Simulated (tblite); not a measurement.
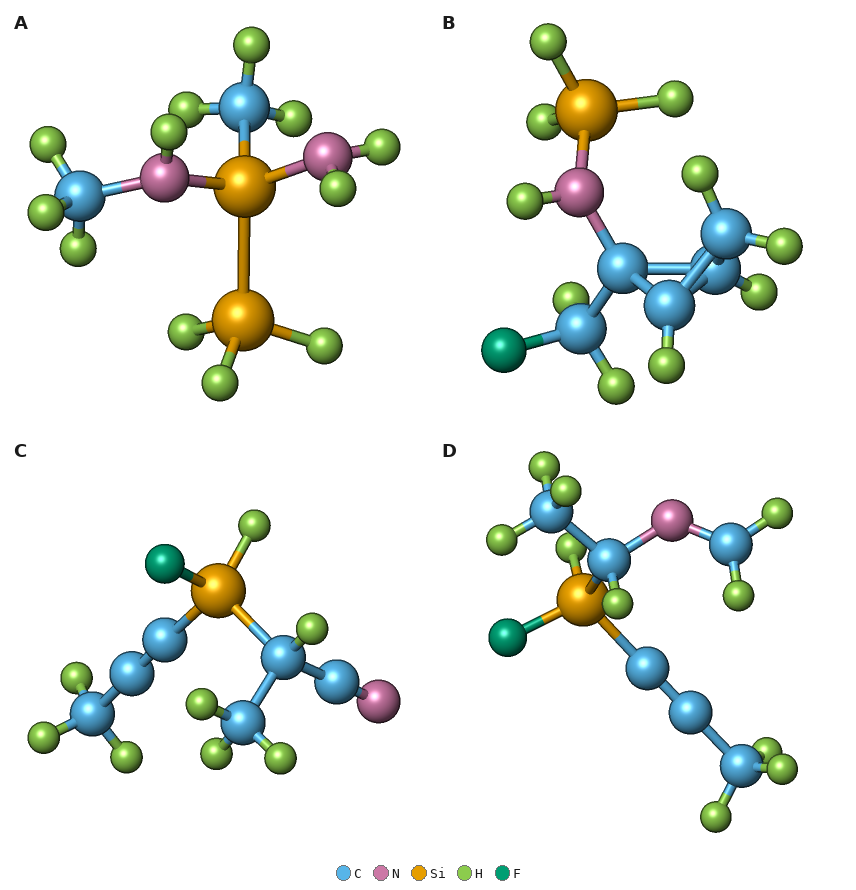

Simulated data, not a measurement (program: tblite).

Question: Which panel belongs to which SMILES?
(1) FC[C@@]1(N[SiH3])[C@@H]2C[C@@H]21
(2) C=N[C@@H](C)[Si@H](F)C#CC
(3) CC#C[Si@@H](F)[C@@H](C)C#N
(4) CN[Si@@](C)(N)[SiH3]

Answer: A is (4), B is (1), C is (3), D is (2).
